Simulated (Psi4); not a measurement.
# doublet SiCNCl2F+ at 3 levels

Aim: a comparison of 3 runs (U-wB97X-V/cc-pVDZ, UTPSSh/cc-pVDZ, UB3LYP/6-31G*) of doublet SiCNCl2F+. 

The calculation is run with Psi4 1.11.

6 further runs of the same task are left out: 6 that didn't finish. Runs told in other sessions of the task aren't counted.

## 1. Starting point

The species is SiCNCl2F+ (6 atoms), meant as a doublet with charge +1. SMILES of the parent species: `N#C[Si](F)(Cl)Cl`. The coordinates come from a PBE0-D4/def2-TZVP relaxation. That shape belongs to the parent species and isn't relaxed for this state.

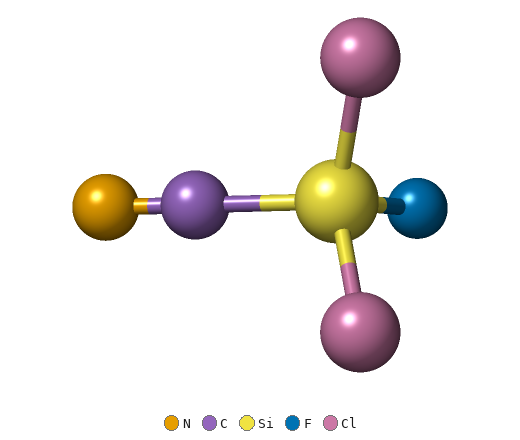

Viewed from a chosen angle; nitrogen amber, carbon purple, silicon yellow, fluorine blue, chlorine pink.

## 2. A single-point energy at U-wB97X-V/cc-pVDZ (run 1)

calc.py reads:

```python
import psi4

psi4.set_memory('2200 MB')
psi4.set_num_threads(1)
psi4.core.set_output_file('run.log', False)

geom = psi4.geometry("""
1 2
N      1.752600    -1.361000     1.114200
C      0.923100    -0.763300     0.585900
Si    -0.381900     0.210300    -0.249400
F     -1.471500    -0.801900    -0.758800
Cl     0.422900     1.177100    -1.812500
Cl    -1.203100     1.474700     1.074300
symmetry c1
""")

psi4.set_options({
    'basis': 'cc-pVDZ',
    'reference': 'uks',
    'puream': True,
    'e_convergence': 1e-09,
    'd_convergence': 1e-08,
    'scf_type': 'pk',
    'dft_radial_points': 99,
    'dft_spherical_points': 590,
    'maxiter': 100,
})

result = psi4.energy('wb97x-v')
print(f'wb97x-v energy: {result:.10f} Eh')
```

Started as:

```console
python calc.py
```

run.log:

```text
[...]
  Running in c1 symmetry.
[...]
  Nuclear repulsion =  414.637220120483050
[...]
  Multiplicity = 2
[...]
  Nalpha       = 35
  Nbeta        = 34
[...]
    Number of basis functions: 96
[...]
   @UKS iter   1: -1401.88955522683023   -2.76202e-02   5.53856e-03 ADIIS/DIIS
[...]
   @UKS iter  29: -1402.03943834666165   -8.70841e-11   7.52265e-09 DIIS
[...]
   @S^2 Observed:                7.620669794E-01
[...]
  @UKS Final Energy: -1402.03943834666165
   => Energetics <=
    Nuclear Repulsion Energy =            414.6372201204830503
    One-Electron Energy =               -2744.8288053124533690
    Two-Electron Energy =                1002.3928414946345811
    DFT Exchange-Correlation Energy =     -74.5251481578300030
    Empirical Dispersion Energy =           0.0000000000000000
    VV10 Nonlocal Energy =                  0.2844535085042667
    Total Energy =                      -1402.0394383466616546
  UHF NO Occupations:
  HONO-2 :   33  A 1.9978119
  HONO-1 :   34  A 1.9966504
[...]
 Multipole Moments:
 ------------------------------------------------------------------------------------
     Multipole            Electronic (a.u.)      Nuclear  (a.u.)        Total (a.u.)
 ------------------------------------------------------------------------------------
 L = 1.  Multiply by 2.5417464519 to convert [e a0] to [Debye]
 Dipole X            :         -1.6701908            1.5047054           -0.1654855
 Dipole Y            :          1.7617151           -0.5990592            1.1626558
 Dipole Z            :         -1.1229500            0.9091388           -0.2138113
 Magnitude           :                                                    1.1936789
[...]
```

The script printed:

```text
wb97x-v energy: -1402.0394383467 Eh
```

It took 5.1 min on 1 thread of Intel Xeon Platinum 8259CL at 2.50GHz (Skylake/Cascade Lake), shared host; peak memory 1.3 GiB.

## 3. Energy and forces at UTPSSh/cc-pVDZ (run 2)

ccl2fnsi.py reads:

```python
import psi4

psi4.set_memory('2200 MB')
psi4.set_num_threads(1)
psi4.set_output_file('ccl2fnsi.out', False)

geom = psi4.geometry("""
1 2
N      3.31193401    -2.57191726     2.10553285
C      1.74440619    -1.44242795     1.10719054
Si    -0.72168641     0.39740940    -0.47129770
F     -2.78073199    -1.51537138    -1.43392418
Cl     0.79916518     2.22439662    -3.42512860
Cl    -2.27352950     2.78677912     2.03013278
units au
symmetry c1
""")

options = {'basis': 'cc-pVDZ', 'reference': 'uks', 'puream': True, 'e_convergence': 1e-09, 'd_convergence': 1e-08, 'scf_type': 'pk', 'dft_radial_points': 99, 'dft_spherical_points': 590, 'maxiter': 100}
psi4.set_options(options)

e, wfn = psi4.gradient('tpssh', molecule=geom, return_wfn=True)
psi4.oeprop(wfn, 'WIBERG_LOWDIN_INDICES', 'MAYER_INDICES', 'MULLIKEN_CHARGES', title='TPSSH')
print('gradient / Eh bohr^-1')
print(e.np.round(6))
print(f'energy = {wfn.energy():.10f} Eh')
for k, v in sorted(psi4.core.scalar_variables().items()):
    print(f'{k:45s} {v:18.10f}')
```

Started as:

```console
python ccl2fnsi.py
```

ccl2fnsi.out:

```text
[...]
  Running in c1 symmetry.
[...]
  Nuclear repulsion =  414.637220101123148
[...]
  Multiplicity = 2
[...]
  Nalpha       = 35
  Nbeta        = 34
[...]
    Number of basis functions: 96
[...]
   @UKS iter   1: -1402.17281589503455    3.14711e-01   5.91790e-03 DIIS/ADIIS
[...]
   @UKS iter  27: -1402.35551546417514   -3.86535e-12   8.02034e-09 DIIS
[...]
   @S^2 Observed:                7.550238764E-01
[...]
  @UKS Final Energy: -1402.35551546417514
   => Energetics <=
    Nuclear Repulsion Energy =            414.6372201011231482
    One-Electron Energy =               -2745.5549578886948439
    Two-Electron Energy =                1018.8575563926473251
    DFT Exchange-Correlation Energy =     -90.2953340692507851
    Empirical Dispersion Energy =           0.0000000000000000
    VV10 Nonlocal Energy =                  0.0000000000000000
    Total Energy =                      -1402.3555154641751415
  UHF NO Occupations:
  HONO-2 :   33  A 1.9993721
  HONO-1 :   34  A 1.9985631
[...]
  -Total Gradient:
     Atom            X                  Y                   Z
    ------   -----------------  -----------------  -----------------
       1       -0.058069311732     0.042170210564    -0.037020547640
       2        0.050650273904    -0.040447614375     0.032666808385
       3       -0.011474719776     0.009651721460    -0.007432754102
       4        0.022070584004     0.019701534973     0.010402146239
       5       -0.008448504026    -0.014271286631     0.012867816857
       6        0.005269142475    -0.016801884507    -0.011485289791
[...]
```

On the terminal:

```text
gradient / Eh bohr^-1
[[-0.058069  0.04217  -0.037021]
 [ 0.05065  -0.040448  0.032667]
 [-0.011475  0.009652 -0.007433]
 [ 0.022071  0.019702  0.010402]
 [-0.008449 -0.014271  0.012868]
 [ 0.005269 -0.016802 -0.011485]]
energy = -1402.3555154642 Eh
CURRENT ENERGY                                  -1402.3555154642
CURRENT REFERENCE ENERGY                        -1402.3555154642
DD SOLVATION ENERGY                                 0.0000000000
DFT FUNCTIONAL TOTAL ENERGY                     -1402.3555154642
DFT TOTAL ENERGY                                -1402.3555154642
DFT VV10 ENERGY                                     0.0000000000
DFT XC ENERGY                                     -90.2953340693
GRID ELECTRONS ALPHA                               34.9999999865
GRID ELECTRONS BETA                                33.9999999852
GRID ELECTRONS TOTAL                               68.9999999717
NUCLEAR REPULSION ENERGY                          414.6372201011
ONE-ELECTRON ENERGY                             -2745.5549578887
PCM POLARIZATION ENERGY                             0.0000000000
PE ENERGY                                           0.0000000000
SCF ITERATION ENERGY                            -1402.3555154642
SCF ITERATIONS                                     27.0000000000
SCF TOTAL ENERGY                                -1402.3555154642
TWO-ELECTRON ENERGY                              1018.8575563926
XC GRID RADIAL POINTS                              99.0000000000
XC GRID SPHERICAL POINTS                          590.0000000000
XC GRID TOTAL POINTS                           328515.0000000000
```

Wall time 4.6 min (1 thread of Intel Xeon Platinum 8259CL at 2.50GHz (Skylake/Cascade Lake), shared host); peak memory 1.4 GiB.

## 4. A single-point energy at UB3LYP/6-31G(d) (Cartesian functions) (run 3)

ccl2fnsi.dat reads:

```
memory 2200 mb

molecule m {
  1 2
  N      3.31193401    -2.57191726     2.10553285
  C      1.74440619    -1.44242795     1.10719054
  Si    -0.72168641     0.39740940    -0.47129770
  F     -2.78073199    -1.51537138    -1.43392418
  Cl     0.79916518     2.22439662    -3.42512860
  Cl    -2.27352950     2.78677912     2.03013278
  units bohr
  symmetry c1
  no_reorient
  no_com
}

set globals {
  basis                6-31G*
  reference            uks
  puream               false
  e_convergence        1e-09
  d_convergence        1e-08
  scf_type             pk
  dft_radial_points    99
  dft_spherical_points 590
  maxiter              100
}

energy_value, wavefunction = energy("b3lyp", return_wfn=True)
print_variables()
```

Started as:

```console
psi4 -n 1 ccl2fnsi.dat ccl2fnsi.out
```

ccl2fnsi.out:

```text
[...]
  Running in c1 symmetry.
[...]
  Nuclear repulsion =  414.637220101123148
[...]
  Multiplicity = 2
[...]
  Nalpha       = 35
  Nbeta        = 34
[...]
    Number of basis functions: 102
[...]
   @UKS iter   1: -1402.10840871147320    2.53654e-01   5.79619e-03 ADIIS/DIIS
[...]
   @UKS iter  22: -1402.28813482443593   -9.09495e-13   7.47082e-09 DIIS
[...]
   @S^2 Observed:                7.559361268E-01
[...]
  @UKS Final Energy: -1402.28813482443593
   => Energetics <=
    Nuclear Repulsion Energy =            414.6372201011231482
    One-Electron Energy =               -2745.3377364710149777
    Two-Electron Energy =                1008.9551627650234877
    DFT Exchange-Correlation Energy =     -80.5427812195677006
    Empirical Dispersion Energy =           0.0000000000000000
    VV10 Nonlocal Energy =                  0.0000000000000000
    Total Energy =                      -1402.2881348244359287
  UHF NO Occupations:
  HONO-2 :   33  A 1.9991464
  HONO-1 :   34  A 1.9982864
[...]
 Multipole Moments:
 ------------------------------------------------------------------------------------
     Multipole            Electronic (a.u.)      Nuclear  (a.u.)        Total (a.u.)
 ------------------------------------------------------------------------------------
 L = 1.  Multiply by 2.5417464519 to convert [e a0] to [Debye]
 Dipole X            :         26.2674255          -26.5444159           -0.2769903
 Dipole Y            :        -49.0370197           50.4573882            1.4203685
 Dipole Z            :         21.5101676          -21.8365412           -0.3263736
 Magnitude           :                                                    1.4834723
[...]
```

Run time: 54 s. Hardware: 1 thread of Intel Xeon Platinum 8259CL at 2.50GHz (Skylake/Cascade Lake), shared host; peak memory 1.1 GiB.

## 5. The series

```
run                                level      task                 properties   energy (Eh)  HOMO energy (eV)  LUMO energy (eV)   ⟨S²⟩  wall time
  1                    U-wB97X-V/cc-pVDZ    energy                          –  -1402.039438            -17.73            -12.99  0.762    5.1 min
  2                       UTPSSh/cc-pVDZ  gradient  (wiberg, mayer, mulliken)  -1402.355515            -15.27            -14.48  0.755    4.6 min
  3  UB3LYP/6-31G* (Cartesian functions)    energy                          –  -1402.288135            -15.68            -14.39  0.756       54 s
```

## 6. Summary of results

```
                                 quantity           value
                      run 3: total energy  -1402.28813 Eh
run 3: HOMO energy (highest over α and β)       -15.68 eV
 run 3: LUMO energy (lowest over α and β)       -14.39 eV
                              run 3: ⟨S²⟩           0.756
```

In words: Totals of different functionals can't be ranked against each other. All runs together took 11 min, the longest 5.1 min.
